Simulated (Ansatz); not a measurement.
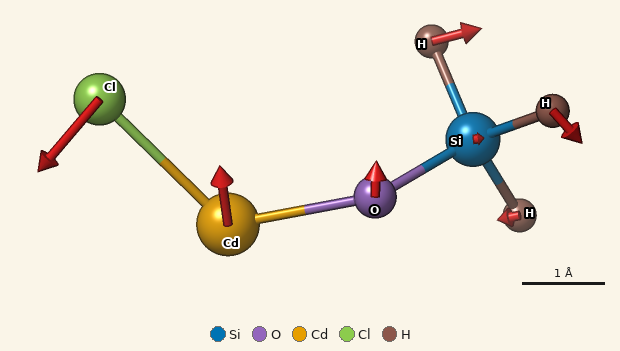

A relaxation of CdSiH3OCl. The starting structure is drawn; red arrows show the displacements, at their true length. The two geometries are superimposed by the best rigid fit.

The picture is a ball-and-stick view, seen from a free direction.

The start comes from GFN2-xTB.

The calculation used RKS PBE0-D4/def2-TZVP (Ansatz). (force threshold 0.005 eV/Å; at most 150 steps)

Q: Which element moves most?

A: Chlorine: up to 1.22 Å, against 0.85 Å for cadmium.

Q: Describe the change and its energy.

A: The Cl atom moves most after the best rigid fit: 1.22 Å. By element the largest moves are Cl 1.22 Å, Cd 0.85 Å, H 0.65 Å, O 0.46 Å, Si 0.15 Å. Some distances before and after: H–Si 1.462 → 1.487 Å, O–Si 1.607 → 1.627 Å, H–Si 1.477 → 1.493 Å, Cd–Cl 2.241 → 2.255 Å. Among the angles between lasting bonds that change: O–Cd–Cl 117.4° → 177.1°, Si–O–Cd 126.0° → 135.3°, O–Si–H 104.5° → 108.9°. The energy falls by 22.7 kcal/mol in 26 geometry steps. The largest force component goes from 1 to 0.0033 eV/Å. The forces were under the threshold at step 9, but the run went on from there. Cost: 56 s on 4 threads of Arm Neoverse V2, on a shared host.
